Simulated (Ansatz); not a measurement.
Method: PBE (plane waves to 420 eV, PAW; Ansatz, a quantum-chemistry and plane-wave program).

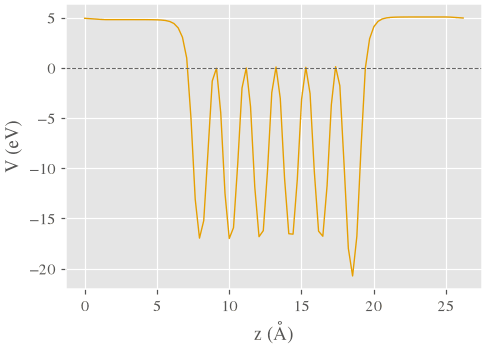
Figure: Electrostatic potential energy of an electron, averaged over planes parallel to the surface, in eV from the Fermi level, for a constructed model of the (111) surface of fcc Cu, (√3x√3)R30° surface alloy, Pt on one Cu site of the top plane (bottom of the slab: a bare face, its two planes held)

Set-up: 18 atoms, 10.5 Å thick at the start with caps and adatoms (thin: gaps and levels are the slab's own); mesh 10x10x1; 0.1 eV smearing; dipole correction on; 6 atoms held, the rest relaxed; held to the start's symmetry, so lower structures may exist; no spin, no spin-orbit, no U. It is one candidate, not shown to be the stable structure of the face.

The vacuum level lies 5.07 eV above the Fermi level over the top face and 4.80 eV above it under the bottom face.
